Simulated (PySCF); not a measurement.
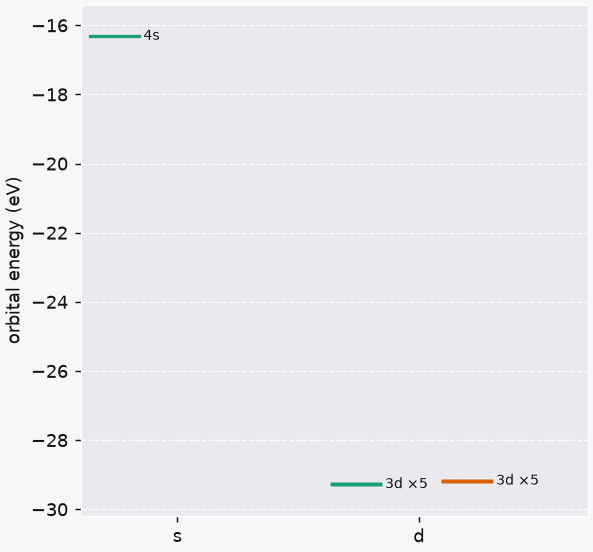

Figure 1. Orbital energies of the mean field, from the top down to −29.3 eV, by angular momentum, α spin at the left of each column and β at the right; ×n counts the orbitals under one label. The highest filled orbital is 4s α at −16.3 eV, the lowest empty one s β at −7.18 eV.

**Run report: Zn⁺, atomic calculation**

System: Zn⁺, configuration 1s2 2s2 2p6 3s2 3p6 3d10 4s1, multiplicity 2.
Method: unrestricted HF, 6-31G*, non-relativistic, point nucleus (PySCF).

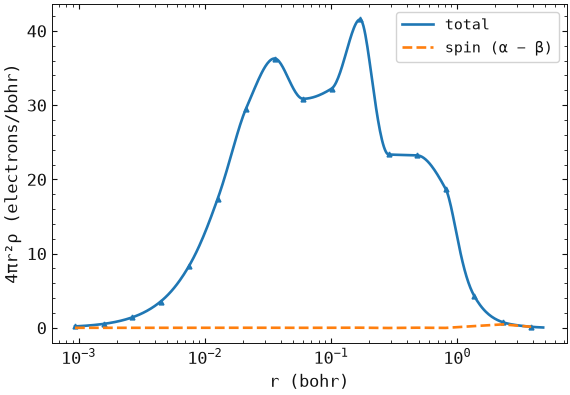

Figure 2. Spherically averaged radial density 4πr²ρ of the mean field and its spin part; markers are the stored points, which are sparse, and the line is a monotone interpolation between them. The largest stored value is 41.5 electrons/bohr at r = 0.17 bohr. Root-mean-square radii of the shells: 2p 0.221, 2s 0.248, 3s 0.742, 3p 0.783, 3d 0.961, 4s 2.79 bohr.

Input and output of the run follow.

### Input file
```python
from pyscf import gto, scf, dft, mp, cc
import basis_set_exchange as bse
mol = gto.M(atom="Zn 0 0 0", charge=1, spin=1, symmetry="D2h",
            basis=gto.basis.parse(bse.get_basis("6-31G*", elements=["Zn"], fmt="nwchem", header=False)))
mf = scf.UHF(mol)
mf.irrep_nelec = {'Ag': (6, 5), 'B1g': (1, 1), 'B2g': (1, 1), 'B3g': (1, 1), 'B1u': (2, 2), 'B2u': (2, 2), 'B3u': (2, 2)}
mf.kernel()
```

The script is an equivalent of what the driver set up; the driver started from orbitals of its own, so the log can be shorter than this script's would be, and it computed the properties (radii, ⟨L²⟩, response) afterwards. It held the occupations shell by shell, which the script's counts by irreducible representation don't always enforce.

The run was one of a batch that the task file lists, launched with:
```bash
OMP_NUM_THREADS=1 python <driver script> TASK.json OUT
```

### The program's output (extracts)
```
damping factor = 0
level_shift factor = 0
DIIS = <class 'pyscf.scf.diis.CDIIS'>
diis_start_cycle = 1
diis_space = 10
diis_damp = 0
SCF conv_tol = 1e-09
SCF conv_tol_grad = None
number electrons alpha = 15  beta = 14
cycle= 1 E= -1777.20913057064  delta_E= -2.22e-10  |g|= 1.49e-05  |ddm|= 4.66e-05
converged SCF energy = -1777.20913057064  <S^2> = 0.75015235  2S+1 = 2.0001523
```

### Summary

- outcome: converged
- total energy: −1777.2091 hartree
- kinetic energy: 1777.0466 hartree
- −E/T (1 by the virial theorem at the basis-set limit): 1.0001
- ⟨S²⟩: 0.750
- SCF iterations: 1
- hardware: 1 thread of Arm Neoverse N1, 77 GiB of memory available, shared host
